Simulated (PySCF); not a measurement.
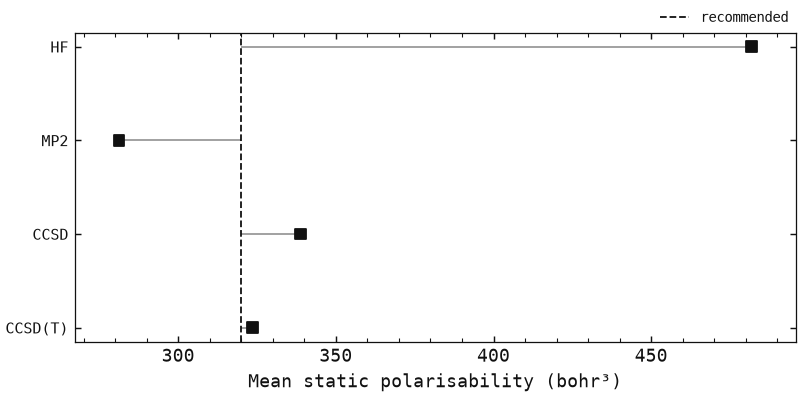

The mean static polarisability of neutral rubidium ([Kr] 5s) across levels of theory. Finite fields; PySCF, aug-cc-pwCVTZ-X2C, spin-free X2C-1e, unrestricted single determinants, no spin-orbit coupling. 28 core electrons frozen.

Q: How do the methods compare?

A: The values run from 281 bohr³ (MP2) to 482 bohr³ (HF). The recommended value is 320 bohr³; nearest to it come CCSD(T) (+4) and CCSD (+19), furthest HF (+162 bohr³).

| Method | Mean static polarisability (bohr³) |
| --- | --- |
| HF | 482 |
| MP2 | 281 |
| CCSD | 339 |
| CCSD(T) | 324 |
